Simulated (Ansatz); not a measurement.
Electronic density of states of amorphous Zr20O45Nb2, density 5.23 g/cm³, on a 2×2×2 Γ-centred mesh with a Gaussian width of 0.1 eV; energies count from the Fermi level, whose place inside the gap is arbitrary. Cell and mesh are small, so fine structure isn't converged. Calculation: PBE, scalar-relativistic without spin-orbit coupling (plane waves to 420 eV, PAW; Ansatz, a first-principles code). Sampling: a 2×2×2 Γ-centred mesh; Fermi-Dirac width 0.02 eV; no spin polarisation.

The cell was made by melting and quenching with the CHGNet potential and then relaxed with DFT. O atoms were pushed apart under 1.9 Å during the dynamics, to hinder bonds among them. The hot cell started wider than the set density and was brought back towards it in steps. It is the lowest in DFT energy of 2 quenches. It is a model cell: composition and starting density were chosen by hand, and all elements were melted together. No dispersion term was used. Its density started from a set value of 5.23 and ended at 5.23 g/cm³. The simulated quench (nominally 300 K/ps over its main leg) is rapid and tends to freeze in more defects than a deposited or slowly cooled glass has. A cell of this size samples the disorder only roughly. The volume was held where the preparation left it and the shape relaxed, at a PBE pressure of 0.1 GPa.

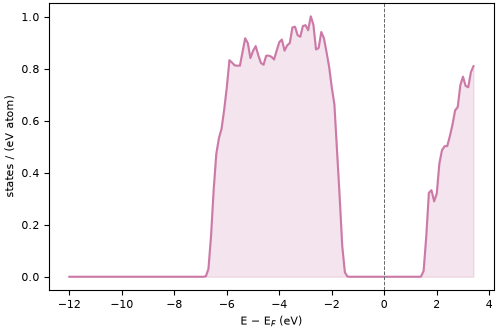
Figure. Density of states per atom

The gap on this mesh is 3.23 eV; the broadening fills part of it in the curve.
